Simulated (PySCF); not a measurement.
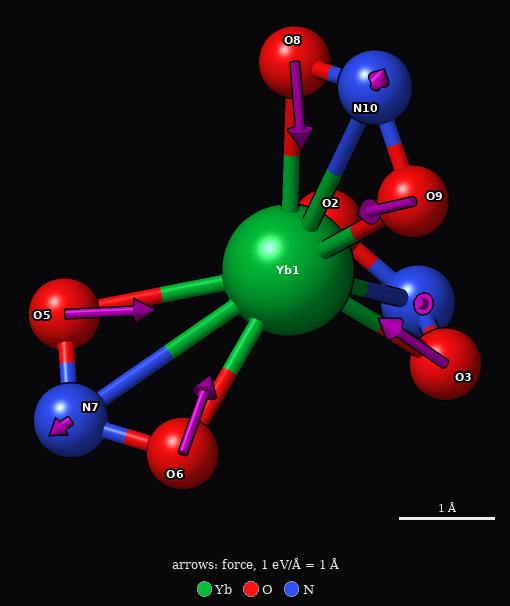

Starting geometry of YbN₃O₆ with the computed forces as purple arrows. Style: ball-and-stick. Shown from a free direction.

Theory: RKS r2SCAN, Yb lcecp-1-SVP with ECP59, O def2-SVP, N def2-SVP; non-relativistic Hamiltonian with scalar-relativistic core potentials; density fitting in PySCF 2.14.0. (symmetry kept (D3h))

Question: What follows when this structure is relaxed?

Answer: It isn't relaxed: the largest force vector, on O atoms, is 0.98 eV/Å. The final displacements follow the starting forces only in part (cosine between the two patterns 0.61). Over 5 geometry steps the energy falls by 5.61 kcal/mol. Largest force component: 0.79 eV/Å at the start, 0.0024 eV/Å at the end. The largest moves after the best rigid fit, 0.12 Å, are those of O atoms. Largest moves by element: O 0.12 Å, N 0.10 Å. Yb stays in place. Among the contacts that change: O–Yb 2.397 → 2.289 Å, N–Yb 2.840 → 2.743 Å. The run took 44 s on 4 threads of Arm Neoverse V1, on a shared host, peak memory 1.9 GiB.
